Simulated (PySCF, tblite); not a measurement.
# C3H7F2Si2 radical: geometry, infrared bands and EPR parameters

What infrared bands and EPR parameters should C3H7F2Si2 radical (`C=[C][Si@H]([SiH3])C(F)F`) show?

The runs use tblite 0.8.0 and PySCF 2.14.0, with density-fitted response routines of our own; the level of theory stands in each step. All values are computed, except where a source is named. Atoms are numbered from 0 throughout.

### 1 The molecule as given

14 atoms, charge 0, multiplicity 2; geometry from: force field or distance geometry start.

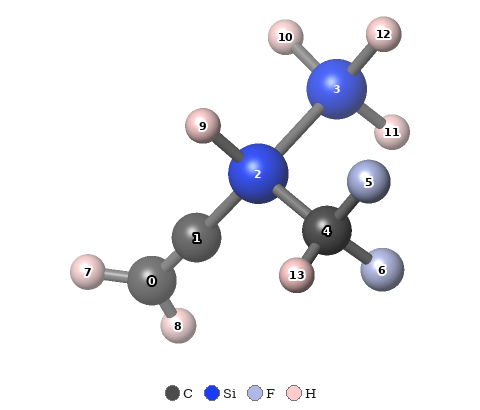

The starting geometry (carbon dark grey, silicon blue, fluorine light blue, hydrogen pink), atoms numbered.

### 2 Geometry optimisation with GFN2-xTB

The job: settings as JSON, then the geometry in Å.

```
{"job": {"kind": "relax", "xc": "GFN2-xTB", "basis": "xTB"}, "charge": 0, "multiplicity": 2}
C      2.801800    -0.177200    -0.792800
C      1.632900     0.022200    -0.238200
Si    -0.026500     0.294400     0.603900
Si    -1.336300    -1.583900     0.397800
C     -1.005100     1.670300    -0.119400
F     -2.178300     1.839800     0.546000
F     -1.346400     1.397600    -1.417400
H      3.702200    -0.251500    -0.191200
H      2.884100    -0.270100    -1.868500
H      0.234100     0.553700     2.051200
H     -0.646400    -2.759600     1.020200
H     -1.608900    -1.934200    -1.015500
H     -2.640000    -1.428100     1.123000
H     -0.467800     2.626100    -0.121100
```

On the command line:

```bash
$ OMP_NUM_THREADS=1 python probes_run.py task.json out
```

One launch serves the whole session: the jobs run in the order shown.

**Question.** This job is followed by: GFN2-xTB harmonic vibrations, gas phase; UKS B3LYP, pcH-1 on C F H Si, non-relativistic, mean-field spin-orbit, GIAO. Predict these results of the whole session: strongest single infrared mode (GFN2-xTB); zero-point energy (GFN2-xTB); g(iso) (B3LYP); ⟨S²⟩; largest a(iso) (averaged by class); potential on the surface of density 0.002 e/bohr³, 1st and 99th percentile.

The runs gave:

| quantity | value |
| --- | --- |
| strongest single infrared mode (GFN2-xTB) | 760 cm⁻¹, 602 km/mol |
| zero-point energy (GFN2-xTB) | 50.8 kcal/mol |
| g(iso) (B3LYP) | 2.00226 |
| ⟨S²⟩ | 0.758 (exact 0.75) |
| largest a(iso) (averaged by class) | 1H on H8, 182.2 MHz |
| potential on the surface of density 0.002 e/bohr³, 1st and 99th percentile | -0.95 V and 1.25 V |

In words: The optimisation took 104 steps and gained 0.428 eV; among the close pairs (by a distance rule), Si2–C4 changed most, from 1.837 to 1.945 Å. All 36 modes are real, so the xTB geometry is a minimum. The strongest single mode, at 760 cm⁻¹, has its largest shares on H11, H12 and H10 (the list is cut at 3 atoms). Unscaled tight-binding wavenumbers are off by several per cent, some by more. Its intensities can rank the bands wrongly. C1 carries the largest spin population, 0.95 e. The isotropic g lies 0.1 ppt below the free-electron value. These values are for one conformer; the search (at its own cheap level) found 2 more, at 1.30, 1.76 kcal/mol, and measured spectra average over such forms.
